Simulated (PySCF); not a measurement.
# C4H7ClGeO: what the fields show

```tsv
atom	x (Å)	y (Å)	z (Å)
C	2.8032	-0.4804	0.4477
C	1.7139	-0.9431	1.0325
O	0.4400	-0.5678	0.7859
Ge	-0.1396	0.6923	-0.3154
C	-2.0692	0.6180	-0.0505
C	-2.7696	-0.1878	0.7257
Cl	-2.8439	1.8169	-1.0257
H	2.7445	0.2777	-0.3184
H	3.7761	-0.8448	0.7171
H	1.7542	-1.7066	1.8022
H	0.4405	2.0279	0.0781
H	0.2419	0.3691	-1.7389
H	-2.2481	-0.9205	1.3186
H	-3.8446	-0.1513	0.7989
```

Geometry: GFN2-xTB.

Theory: PBE0/def2-SVPD, SCF density, gas phase (PySCF).

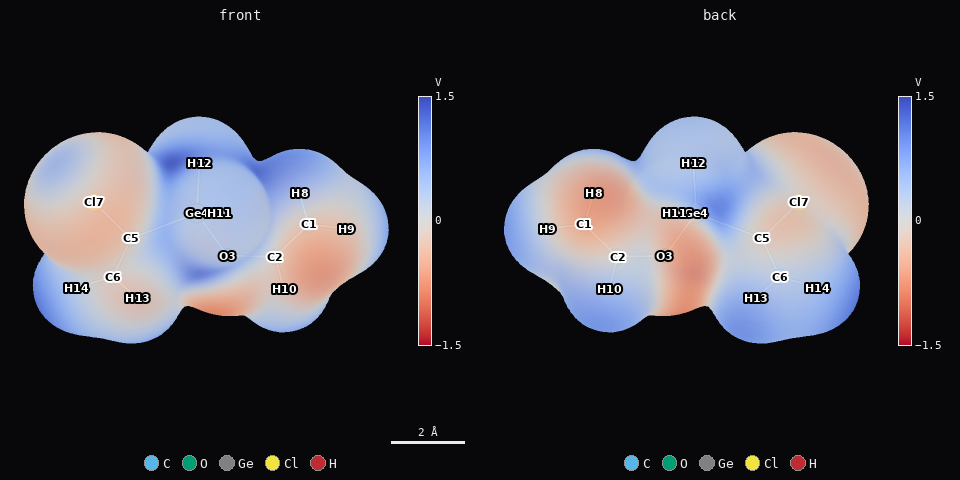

Figure 1. The electrostatic potential painted on the density surface at 0.002 e/bohr³, seen from the front and from behind; red is negative and blue positive.

### Where is the surface potential most negative and most positive?

The most negative region (about −0.8 V, or −18 kcal/mol for a unit charge) lies over C1 and O3, the most positive (about +1.2 V, or +28 kcal/mol for a unit charge) over Ge4. Cl7 shows a σ-hole: about +0.5 V, or +12 kcal/mol for a unit charge at the tip opposite its bond, against about −0.3 V, or −7 kcal/mol for a unit charge on its flanks.

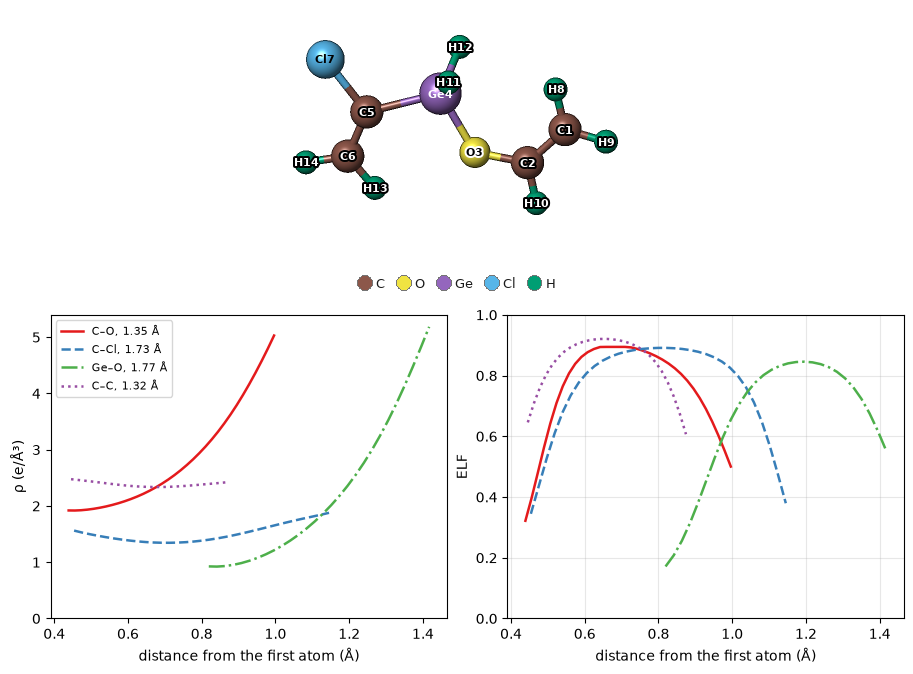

Figure 2. Electron density and electron localisation function along straight lines between neighbouring atoms. The curves leave out the atomic cores. The structure is drawn too.

### What can be read from the curves?

C–O (1.35 Å): ρ at the midpoint is about 2.3 e/Å³, with its minimum of 1.9 e/Å³ about 0.5 Å from C; the ELF peaks at about 0.90 between the atoms (a shared but strongly polarised pair).
C–Cl (1.73 Å): ρ is about 1.5 e/Å³ halfway; the ELF peaks at about 0.90 between the atoms: a shared electron pair.
Ge–O (1.77 Å): the density is about 0.95 e/Å³ at the midpoint; the ELF peaks at about 0.85 in the valence shell of O, 0.6 Å from its nucleus, and is about 0.30 at the midpoint.
C–C (1.32 Å): ρ is about 2.3 e/Å³ halfway; the ELF peaks at about 0.90 between the atoms (a short, multiple covalent bond).
